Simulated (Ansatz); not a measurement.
## KTaTe3 (built on the sites of a database entry of KTaO3): following an unstable mode

Which phase does KTaTe3 (built on the sites of a database entry of KTaO3) fall into along its unstable mode, and how much energy does it gain?

Method: DFT PBEsol, scalar-relativistic, plane waves, PAW, in Ansatz 0.2.0.

The structure was built from a prototype and need not be the compound's stable phase.

**1. Set-up**

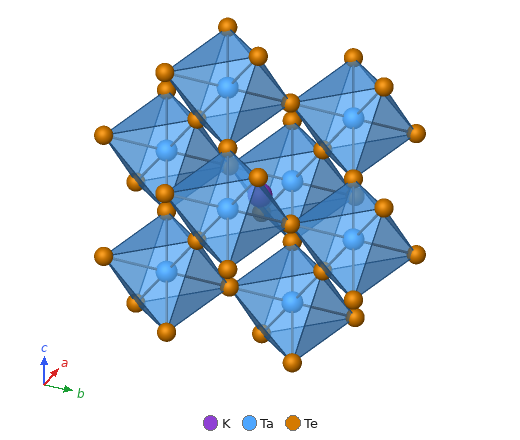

Start, viewed from a free direction; potassium purple, tantalum blue, tellurium orange. Some periodic images of atoms are drawn too.

**2. Response at finite wavevector**

The cell comes from relaxations at this level that are not shown. Stability and thermal properties need the whole zone. Linear response on a 2×2×2 q mesh gives force constants as far as a supercell of that size would.

input.yaml

```yaml
crystal:
  lattice:
    - [5.4478105987, 0.0, 0.0]
    - [0.0, 5.4478105987, 0.0]
    - [0.0, 0.0, 5.4478105987]
  atoms:
    - { symbol: K, position: [0.5, 0.5, 0.5] }
    - { symbol: Ta, position: [0.0, 0.0, 0.0] }
    - { symbol: Te, position: [0.5, 0.0, 0.0] }
    - { symbol: Te, position: [0.0, 0.5, 0.0] }
    - { symbol: Te, position: [0.0, 0.0, 0.5] }
kpoints:
  mp_grid: { grid: [8, 8, 8] }
hamiltonian:
  xc: pbesol
scf:
  occupations: { method: methfessel_paxton, width: 0.2 }
output:
  eigenvalues: true
phonons:
  method: dfpt
  qmesh: [2, 2, 2]
  temperatures: { t_max: 1000, t_step: 50 }
  qpath:
    path:
      - [[0.0, 0.0, 0.0], [0.0, 0.5, 0.0], [0.5, 0.5, 0.0], [0.0, 0.0, 0.0], [0.5, 0.5, 0.5], [0.0, 0.5, 0.0]]
      - [[0.5, 0.5, 0.5], [0.5, 0.5, 0.0]]
    npoints: 10
```

Command:

```console
> ansatz run input.yaml --threads 8 --pin off --max-ram 14336MiB --backend cpu --events-out ev --progress --plain --runs-dir out
```

Numbers of over 12 decimals in the logs are rounded to 6 here.

Output:

```text
Engine: ansatz 0.2.0, aarch64-unknown-linux-gnu
Pseudopotentials: kind: paw
Pseudopotential: K, paw, valence charge 9, recommended cutoff 420 eV (normal), K.paw.azcp
Pseudopotential: Ta, paw, valence charge 13, recommended cutoff 420 eV (normal), Ta.paw.azcp
Pseudopotential: Te, paw, valence charge 16, recommended cutoff 420 eV (normal), Te.paw.azcp
Functional definition: PBEsol
  exchange = pbesol_x
  correlation = pbesol_c
Crystal: 5 atoms, lattice volume = 161.684 Å³
Basis set: ecut = 420 eV, 3119 PW (Γ), exchange–correlation on 80×80×80 points (8 copies of the dense FFT grid, shifted against one another)
Bands: 42, of which v1, the nominal top of the filled ones, is band 35 counted from 1 (34 counted from 0)
Symmetry: 48 space group operations
k-points: 35 of 512
Non-local potential: K, projectors of the file, l = 0: 3, l = 1: 2, l = 2: 2
Non-local potential: Ta, projectors of the file, l = 0: 3, l = 1: 2, l = 2: 2, l = 3: 1
Non-local potential: Te, projectors of the file, l = 0: 2, l = 1: 2, l = 2: 2, l = 3: 2
PAW form: soft (Blöchl's): semilocal exchange-correlation on the pseudo side does not see the compensation charge
PAW frozen core: K, regenerated for the run's functional, and the local potential with it (the file was generated under x = pbe(κ = 0.804, μ = 0.219515), c = pbe(β = 0.066725))
PAW frozen core: Ta, regenerated for the run's functional, and the local potential with it (the file was generated under x = pbe(κ = 0.804, μ = 0.219515), c = pbe(β = 0.066725))
PAW frozen core: Te, regenerated for the run's functional, and the local potential with it (the file was generated under x = pbe(κ = 0.804, μ = 0.219515), c = pbe(β = 0.066725))
PAW one-centre angular grid: K, 110 points (default); XC on 64 Gauss nodes
PAW one-centre angular grid: Ta, 590 points (default); XC on 64 Gauss nodes
PAW one-centre angular grid: Te, 590 points (default); XC on 64 Gauss nodes
Initial density: superposition of atomic densities (neutral atoms: chi_scale 0, normalization atom), corrected by the library's trained network
Initial wavefunctions: pseudopotential atomic-orbital guess
Functional: x = pbesol(κ = 0.804, μ = 0.123457), c = pbesol(β = 0.046)
SCF iter   1: F=—  HF=-32028.555837 eV  |F-HF|=—  |Δ(HF+E_count)|=         —  Δρ=2.36e-3  dr2=7.71e-3  ethr=1.77e-3  ⟨swp⟩=7.2  Hψ=6127  notcnv=0
preconditioner: auto → LDOS  [metal: Δε(μ)=0.020 eV  Ē_g=9.025 eV  σ=0.200 eV  W_gap=0.09  n_scr=32 (ndim 8)  ℏωp=16.0 eV  f_vac=0.043  D(μ)=5.01/eV (n_scr^D=32)  β→1.0]
SCF iter   2: F=—  HF=-32028.554282 eV  |F-HF|=—  |Δ(HF+E_count)|=   1.55e-3  S|Δr|=    0.00e0  Δρ=7.41e-4  dr2=1.29e-3  ethr=1.10e-5  ⟨swp⟩=2.1  Hψ=2989  notcnv=0  defer=1
SCF iter   3: F=—  HF=-32028.554101 eV  |F-HF|=—  |Δ(HF+E_count)|=   1.81e-4  S|Δr|=    0.00e0  Δρ=2.59e-4  dr2=1.42e-4  ethr=1.84e-6  ⟨swp⟩=2.1  Hψ=2583  notcnv=0  defer=1
SCF iter   4: F=—  HF=-32028.554057 eV  |F-HF|=—  |Δ(HF+E_count)|=   4.39e-5  S|Δr|=    0.00e0  Δρ=9.00e-5  dr2=1.01e-5  ethr=2.03e-7  ⟨swp⟩=2.0  Hψ=2528  notcnv=0  defer=1
SCF iter   5: F=—  HF=-32028.554052 eV  |F-HF|=—  |Δ(HF+E_count)|=   4.76e-6  S|Δr|=    0.00e0  Δρ=2.44e-5  dr2=7.64e-7  ethr=1.44e-8  ⟨swp⟩=2.0  Hψ=2653  notcnv=0  defer=1
SCF iter   6: F=—  HF=-32028.554052 eV  |F-HF|=—  |Δ(HF+E_count)|=   2.18e-8  S|Δr|=    0.00e0  Δρ=5.66e-6  dr2=5.07e-8  ethr=1.09e-9  ⟨swp⟩=2.6  Hψ=2495  notcnv=0  defer=1
SCF iter   7: F=—  HF=-32028.554052 eV  |F-HF|=—  |Δ(HF+E_count)|=   1.00e-8  S|Δr|=    0.00e0  Δρ=1.11e-6  dr2=2.76e-9  ethr=7.24e-11  ⟨swp⟩=2.0  Hψ=1995  notcnv=0  defer=1
SCF iter   8: F=—  HF=-32028.554052 eV  |F-HF|=—  |Δ(HF+E_count)|=  5.46e-10  S|Δr|=    0.00e0  Δρ=1.83e-7  dr2=4.08e-11  ethr=3.95e-12  ⟨swp⟩=2.0  Hψ=1987  notcnv=0  defer=1
SCF iter   9: F=-32028.554052 eV  HF=-32028.554052 eV  |F-HF|=7.28e-12  |Δ(HF+E_count)|=  7.28e-12  S|Δr|=    0.00e0  Δρ=2.39e-8  dr2=6.49e-13  ethr=1.00e-12  ⟨swp⟩=10.9  Hψ=8012  notcnv=0
SCF 1 converged in 9 iterations: F = -32028.554052 eV  dr2 = 6.49e-13
  greatest PAW one-centre occupation: 1.000 electrons in one spin orbital (limit 2), on the Ta atom at site 1 (counted from 0), in its partial waves of l = 0
Initial density: read from a saved state, or passed on in memory by an earlier SCF of this step, an earlier step, the calling program or the single point that the run made first
iter 1 solved again at ethr=3.08e-7 eV; its pass at ethr=3.10e-3 eV (dr2=2.16e-4 eV) is discarded
SCF iter   1: F=—  HF=-32028.554052 eV  |F-HF|=—  |Δ(HF+E_count)|=         —  Δρ=8.82e-7  dr2=7.50e-10  ethr=3.08e-7  ⟨swp⟩=3.5  Hψ=9664  notcnv=0
eigensolver tolerance schedule: the retry pair's looser diagonalisation over-reported the residual by 287499.92 of it (diagonalisation noise at an unbounded share of the residual, at the tolerance the schedule requests for it); recorded, not acted on — ethr = c·dr2/N_el stays at c = 1.0e-1
preconditioner: auto → LDOS  [metal: Δε(μ)=0.010 eV  Ē_g=9.027 eV  σ=0.200 eV  W_gap=0.04  n_scr=32 (ndim 8)  ℏωp=16.0 eV  f_vac=0.037  D(μ)=5.06/eV (n_scr^D=32)  β→1.0]
SCF iter   2: F=—  HF=-32028.554052 eV  |F-HF|=—  |Δ(HF+E_count)|=   9.80e-8  S|Δr|=    0.00e0  Δρ=1.03e-6  dr2=1.05e-9  ethr=1.07e-12  ⟨swp⟩=4.8  Hψ=4678  notcnv=0
SCF iter   3: F=—  HF=-32028.554052 eV  |F-HF|=—  |Δ(HF+E_count)|=  5.31e-10  S|Δr|=    0.00e0  Δρ=4.59e-7  dr2=1.86e-10  ethr=1.07e-12  ⟨swp⟩=2.1  Hψ=2647  notcnv=0
SCF iter   4: F=—  HF=-32028.554052 eV  |F-HF|=—  |Δ(HF+E_count)|=  5.46e-11  S|Δr|=    0.00e0  Δρ=3.14e-7  dr2=9.05e-11  ethr=1.00e-12  ⟨swp⟩=1.0  Hψ=1470  notcnv=0
SCF iter   5: F=—  HF=-32028.554052 eV  |F-HF|=—  |Δ(HF+E_count)|=  1.09e-11  S|Δr|=    0.00e0  Δρ=1.97e-7  dr2=3.70e-11  ethr=1.00e-12  ⟨swp⟩=1.0  Hψ=1470  notcnv=0
SCF iter   6: F=—  HF=-32028.554052 eV  |F-HF|=—  |Δ(HF+E_count)|=    0.00e0  S|Δr|=    0.00e0  Δρ=1.38e-7  dr2=1.82e-11  ethr=1.00e-12  ⟨swp⟩=1.0  Hψ=1470  notcnv=0
SCF iter   7: F=-32028.554052 eV  HF=-32028.554052 eV  |F-HF|=0.00e0  |Δ(HF+E_count)|=  1.46e-11  S|Δr|=    0.00e0  Δρ=4.87e-8  dr2=2.21e-12  ethr=1.00e-12  ⟨swp⟩=4.8  Hψ=3791  notcnv=0
SCF 2 converged in 7 iterations: F = -32028.554052 eV  dr2 = 2.21e-12
phonons: the bands overlap, so this run is a metal and interpolates without the dipole-dipole term. If the crystal is really an insulator or semiconductor, its LO-TO splitting is missing
NSCF: frozen V_eff on 35 k-points
NSCF: frozen V_eff on 125 k-points
DFPT response loops at q = (0, 0, 0) (fractional): preconditioner auto → Kerker (q_TF=auto, 2.373 Å⁻¹) (partly filled bands, converged f_vac=0.037); β = 1.00, the filter's whole step (`scf.mixing.beta` (0.50) is not read by the response loops under this deck's `scf.mixing.preconditioner`; to damp them name `kerker` or `kerker_dos`, under which they read `scf.mixing.beta`, and type it under 1.00, their step now; both keys bind the ground state too); Broyden in place of MSR1
NSCF: frozen V_eff on 250 k-points
DFPT response loops at q = (0, 0, -0.5) (fractional): mixed as the last ones told, above
NSCF: frozen V_eff on 250 k-points
DFPT response loops at q = (0, -0.5, -0.5) (fractional): mixed as the last ones told, above
NSCF: frozen V_eff on 250 k-points
DFPT response loops at q = (-0.5, -0.5, -0.5) (fractional): mixed as the last ones told, above
SCF converged after 9 iterations
Stability not checked: this state was not tested for a lower state beside it, because cold or Methfessel-Paxton smearing, or corrected tetrahedra, fill the levels in a way that the test cannot read (fill_not_monotonic; see scf.lower_state_search)
Free energy (F): -32028.554052 eV
Harris-Foulkes:  -32028.554052 eV  (|F-HF|=7.28e-12)
Internal energy: -32028.527254 eV  (E = F + TS)
E sigma→0 (E₀):  -32028.547353 eV
Entropy (-TS):   -0.026799 eV (-5.360 meV/atom)
Fermi energy:    8.396933 eV
--- Per-component energies (eV) ---
  E_band       = -1124.489638
  E_kinetic    = 1163.306913
  E_local      = -6011.612865  (includes V_loc(G=0)·N_el)
  E_nonlocal   = -892.120347
  E_hartree    = 3291.512494
  E_xc         = -720.250741
  E_vxc        = -679.651676  (∫ρ·V_xc dr)
  E_paw        = -22789.649255  (= ΣΔE_a)
  E_vpaw       = -1287.436234  (= ΣTr[D̂ρ^β])
  E_aug_tail   = -0.000416  (compensation charges beyond the density's cutoff)
  E_ewald      = -6071.159012
  E_core_change = 1.445977  (= ΣΔE_core)
  E_smearing   = -0.026799  (= −TS)
  E_closure    = 0.000000  (closes the sum)
  Σ components = -32028.554052   (vs F -32028.554052, Δ=0.00e0)
--- Band table (eV; the first three rows and the last of 35) ---
  k-point 0: bands = [... 31 lower, 7.2235, 7.4611, 7.4611, 7.4611, 8.0994, 8.0994, 8.0994, 9.4094, ... 3 higher]
  k-point 1: bands = [... 31 lower, 7.1140, 7.4479, 7.4676, 7.7075, 7.7075, 8.4275, 8.4275, 9.4274, ... 3 higher]
  k-point 2: bands = [... 31 lower, 6.6035, 6.8813, 7.4834, 7.7508, 7.7508, 9.0857, 9.0857, 9.4577, ... 3 higher]
  k-point 34: bands = [... 31 lower, 4.2909, 8.7980, 8.7980, 8.7980, 9.7393, 9.7393, 9.7393, 10.5618, ... 3 higher]
--- Phonons (Γ-DFPT): 4 representative perturbations + reference (Σ response iterations 14) ---
  ASR residual: 3.489e-5 → 0.000e0 eV/Å²; symmetrization residual: 1.969e-5 eV/Å²
  ASR residual per site (eV/Å²): 1.20e-5 3.49e-5 3.61e-6 3.61e-6 3.61e-6
  Γ frequencies (cm⁻¹): 0.00 0.00 0.00 13.68 13.68 13.68 32.55 32.55 32.55 63.00 63.00 63.00 181.66 181.66 181.66
--- Phonons (arbitrary-q DFPT): 4 irreducible q on the 2×2×2 mesh ---
  q = [0.0000, 0.0000, 0.0000] (star 1, of the zone-centre solve; hermiticity 3.46e-6, symmetrization 1.40e-11): -0.00 -0.00 0.00 13.68 13.68 13.68 32.55 32.55 32.55 63.00 63.00 63.00 181.66 181.66 181.66
  q = [0.0000, 0.0000, -0.5000] (star 3, 9 solved perturbations in 975 linear systems a pass and spin channel, the states on 125 of 512 k-point pairs; hermiticity 2.73e-6, symmetrization 1.80e-11): -15.60 -15.60 31.34 31.34 41.18 48.98 48.98 53.14 57.51 68.92 68.92 103.53 179.09 179.09 180.77
  q = [0.0000, -0.5000, -0.5000] (star 3, 9 solved perturbations in 975 linear systems a pass and spin channel, the states on 125 of 512 k-point pairs; hermiticity 3.40e-6, symmetrization 2.81e-12): -31.31 -23.71 39.80 39.80 56.25 60.09 60.09 61.96 61.96 89.46 90.82 105.48 105.48 176.77 194.71
  q = [-0.5000, -0.5000, -0.5000] (star 1, 4 solved perturbations in 350 linear systems a pass and spin channel, the states on 125 of 512 k-point pairs; hermiticity 3.28e-6, symmetrization 4.89e-11): -32.52 -32.52 -32.52 -29.42 -29.42 52.52 52.52 52.52 92.33 92.33 92.33 103.61 103.61 103.61 208.06
  sum rule: each row above includes the acoustic sum rule's correction from the zone centre's row sums; it moved no ω² by more than (0.29 cm⁻¹)²
  mesh force constants: q→R imaginary residual 1.67e-18; ASR residual 3.489e-5 → 0.000e0 eV/Å²; symmetrization residual 5.329e-15 eV/Å²
  interpolated dispersion: 62 rows × 15 modes
  density of states and harmonic sums: on the 12×12×12 q-mesh, interpolated from the force constants of a 2×2×2 supercell (no non-analytic term)
  largest difference from the sums on the solved wave vectors: F 4.12e-1 eV, S 5.25e-4 and C_V 1.14e-4 eV/K
  zero-point energy: 0.067595 eV/cell   skipped modes (ω ≤ 0): 114, of them read as no rigid motion or as one in doubt: 111 (1.183e0 modes/cell left out, lowest -32.52 cm⁻¹)   left out of the sums: 7.90e-2 of the cell's modes: C_V's classical limit lies that fraction below 3 k_B per atom; for a crystal, a wire or a layer, F and S can be off by more, and a phonons.interpolated_qmesh denser along its periods is the remedy for the sampling
```

Run time: 5.6 min. Hardware: 8 threads of Arm Neoverse V1, shared host; peak memory 2.5 GiB.

This step gave:

```
volume per atom                                         : 32.34 Å³
gap on the k-mesh                                       : 0 eV
sum-rule residual before enforcement                    : 3.49e-5 eV/Å²
lowest frequency on the path                            : -32.52 cm⁻¹
point group                                             : m-3m
highest frequency on the path or at a solved wavevector : 208.8 cm⁻¹
highest optical mode at the zone centre (no LO-TO term) : 181.7 cm⁻¹
lowest optical zone-centre mode                         : 13.68 cm⁻¹
lowest mode on the q mesh (acoustic modes at Γ apart)   : -32.52 cm⁻¹
```

Frequencies (cm⁻¹) solved at each irreducible wavevector; negative means imaginary. Frequencies by wavevector, by row:

```
q in reciprocal lattice units  star  mode 1  mode 2  mode 3  mode 4  mode 13  mode 14  mode 15
                        0 0 0     1       0       0       0    13.7    181.7    181.7    181.7
                     0 0 -0.5     3   -15.6   -15.6    31.3    31.3    179.1    179.1    180.8
                  0 -0.5 -0.5     3   -31.3   -23.7    39.8    39.8    105.5    176.8    194.7
               -0.5 -0.5 -0.5     1   -32.5   -32.5   -32.5   -29.4    103.6    103.6    208.1
```

Interpolated from a 2×2×2 q mesh. Phonon branches along the path, in cm⁻¹:

```
    point  branch 1  branch 2  branch 3  branch 4  branch 12  branch 13  branch 14  branch 15
        Γ         0         0         0        14         63        182        182        182
        X       -16       -16        31        31        104        179        179        181
        M       -31       -24        40        40        106        106        177        195
        Γ         0         0         0        14         63        182        182        182
        R       -32       -32       -32       -29        104        104        104        208
        X       -16       -16        31        31        104        179        179        181
jump to R       -32       -32       -32       -29        104        104        104        208
        M       -31       -24        40        40        106        106        177        195
```

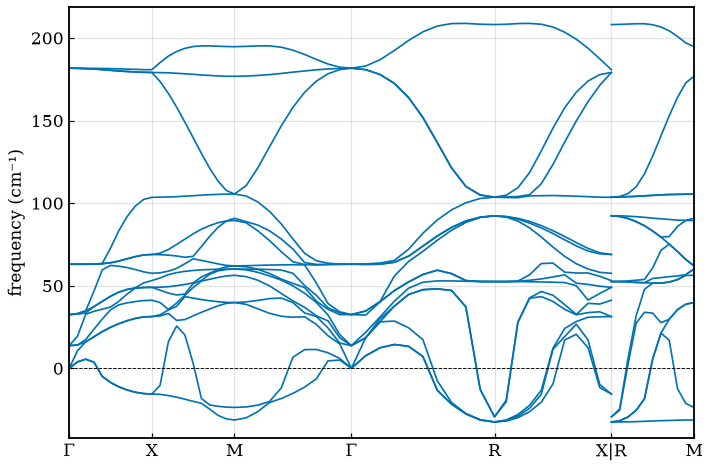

Phonon branches along the path.

Symmetry leaves 4 wavevectors to solve. The lowest mode among them, the acoustic zeros apart, lies at q = (-0.5, -0.5, -0.5) and is imaginary, 32.5i cm⁻¹, so the energy falls along it.

**3. The mode frozen in, largest atomic shift 0 Å**

The mode followed lies at q = (-0.5, -0.5, -0.5) with frequency 32.5i cm⁻¹ and is 3-fold degenerate, the softest among the wavevectors solved. At small amplitude the distorted cell has space group no. 140 by a symmetry search on the positions. The undistorted cell that holds it gives the zero of energy on the same k mesh.

System of this step: KTaTe3 (built on the sites of a database entry of KTaO3). It takes space group Pm-3m (No. 221, cubic). The conventional cell has a = 5.448 Å, b = 5.448 Å, c = 5.448 Å, α = 90.00°, β = 90.00°, γ = 90.00°. K has 12 Te at 3.85 Å nearest. Nearest to Ta lie 6 Te at 2.72 Å. Nearest to Te lie 2 Ta at 2.72 Å and 4 K at 3.85 Å. Farther neighbours and most contacts between anions are not listed.

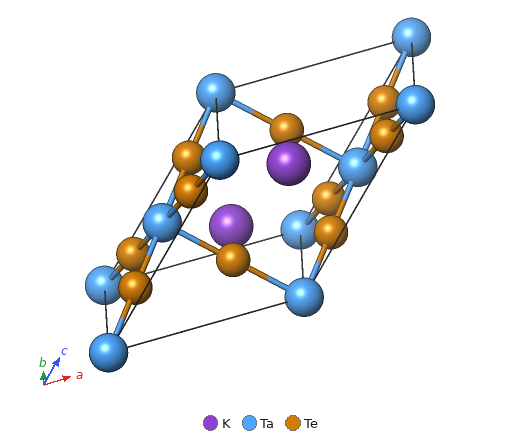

The cell of this step (potassium purple, tantalum blue, tellurium orange). Some periodic images of atoms are drawn too.

input.yaml

```yaml
crystal:
  lattice:
    - [5.4478105987, 5.4478105987, 0.0]
    - [5.4478105987, 0.0, 5.4478105987]
    - [5.4478105987, 0.0, -5.4478105987]
  atoms:
    - { symbol: K, position: [0.5, 0.25, 0.75] }
    - { symbol: K, position: [0.5, 0.75, 0.25] }
    - { symbol: Ta, position: [0.0, 0.0, 0.0] }
    - { symbol: Ta, position: [0.0, 0.5, 0.5] }
    - { symbol: Te, position: [0.0, 0.25, 0.25] }
    - { symbol: Te, position: [0.0, 0.75, 0.75] }
    - { symbol: Te, position: [0.5, 0.75, 0.75] }
    - { symbol: Te, position: [0.5, 0.25, 0.25] }
    - { symbol: Te, position: [0.0, 0.25, 0.75] }
    - { symbol: Te, position: [0.0, 0.75, 0.25] }
kpoints:
  mp_grid: { grid: [8, 8, 8] }
hamiltonian:
  xc: pbesol
scf:
  occupations: { method: methfessel_paxton, width: 0.2 }
output:
  forces: true
  stress: true
  eigenvalues: true
```

Output:

```text
[...]
Crystal: 10 atoms, lattice volume = 323.367 Å³
Basis set: ecut = 420 eV, 6303 PW (Γ), exchange–correlation on 108×108×108 points (8 copies of the dense FFT grid, shifted against one another)
Bands: 84, of which v1, the nominal top of the filled ones, is band 70 counted from 1 (69 counted from 0)
Symmetry: 96 space group operations
[...]
k-points: 29 of 512
[...]
k-point 0: bands = [... 66 lower, 7.4351, 8.1006, 8.1006, 8.1006, 8.8044, 8.8044, 8.8044, 9.3806, ... 10 higher]
  k-point 1: bands = [... 66 lower, 7.7239, 8.0547, 8.0547, 8.1266, 8.6428, 8.6428, 8.7196, 9.6218, ... 10 higher]
  k-point 2: bands = [... 66 lower, 7.5715, 8.2656, 8.2656, 8.2871, 8.3833, 8.3833, 8.4955, 9.4025, ... 10 higher]
  k-point 28: bands = [... 66 lower, 6.8041, 6.8041, 7.7671, 7.7671, 9.0463, 9.0463, 9.5868, 9.5868, ... 10 higher]
[key lines of the parts left out:]
SCF converged after 6 iterations
Free energy (F): -64057.144941 eV
Fermi energy:    8.398699 eV
P = ⅓ Tr σ = -0.0063 GPa (-0.063 kbar)
```

Wall time 5.8 s (8 threads); peak memory 1.7 GiB; 43 s of CPU time.

This step gave:

```
pressure                         : -0.006314 GPa
energy from the undistorted cell : 0 meV/atom
```

The run ends at a pressure of -0.01 GPa.

**4. The mode frozen in, largest atomic shift 0.6 Å**

The atoms are moved along the unstable eigenvector, the largest shift by 0.6 Å, with the cell fixed.

input.yaml: that of step 3 with these lines changed.

```diff
@@ -12,6 +12,6 @@
     - { symbol: Te, position: [0.0, 0.75, 0.75] }
-    - { symbol: Te, position: [0.5, 0.75, 0.75] }
-    - { symbol: Te, position: [0.5, 0.25, 0.25] }
-    - { symbol: Te, position: [0.0, 0.25, 0.75] }
-    - { symbol: Te, position: [0.0, 0.75, 0.25] }
+    - { symbol: Te, position: [0.5, 0.8050679937, 0.6949320063] }
+    - { symbol: Te, position: [0.5, 0.1949320063, 0.3050679937] }
+    - { symbol: Te, position: [-0.1101359875, 0.3050679937, 0.8050679937] }
+    - { symbol: Te, position: [0.1101359875, 0.6949320063, 0.1949320063] }
 kpoints:
```

Output:

```text
[...]
Crystal: 10 atoms, lattice volume = 323.367 Å³
Basis set: ecut = 420 eV, 6303 PW (Γ), exchange–correlation on 108×108×108 points (8 copies of the dense FFT grid, shifted against one another)
Bands: 84, of which v1, the nominal top of the filled ones, is band 70 counted from 1 (69 counted from 0)
Symmetry: 16 space group operations
[...]
k-points: 59 of 512
[...]
k-point 0: bands = [... 66 lower, 7.3008, 7.5945, 7.8838, 8.1250, 8.1250, 8.6630, 8.6630, 8.7622, ... 10 higher]
  k-point 1: bands = [... 66 lower, 7.6229, 7.6753, 7.9045, 7.9376, 8.1784, 8.5415, 8.5796, 8.9968, ... 10 higher]
  k-point 2: bands = [... 66 lower, 7.5811, 7.6322, 7.9739, 8.0840, 8.3624, 8.3988, 8.4399, 9.2296, ... 10 higher]
  k-point 58: bands = [... 66 lower, 6.6427, 7.2092, 7.6211, 7.9126, 7.9126, 8.7126, 9.4568, 9.4568, ... 10 higher]
[key lines of the parts left out:]
SCF converged after 6 iterations
Free energy (F): -64057.478543 eV
Fermi energy:    8.190482 eV
P = ⅓ Tr σ = -1.5204 GPa (-15.204 kbar)
```

The job ended after 11 s (8 threads; peak memory 2 GiB; 88 s of CPU time).

Numbers from this step:

| Quantity | Value |
| --- | --- |
| pressure | -1.520 GPa |
| energy from the undistorted cell | -33.31 meV/atom |

The energy, extrapolated to zero smearing, is -33.31 meV/atom against the undistorted cell.

The run ends at a pressure of -1.52 GPa, with forces up to 0.015 eV/Å.

[end of part 1 of 2]

[Logs are printed without paths, hosts, clocks, repeated set-up lines and the standing remarks that a program may print on its own settings, such as how far it seeks lower states.]

[Hosts, paths, dates, database ids (printed as entryN), source tags and the programs' standing remarks are cut or masked in the printed files.]
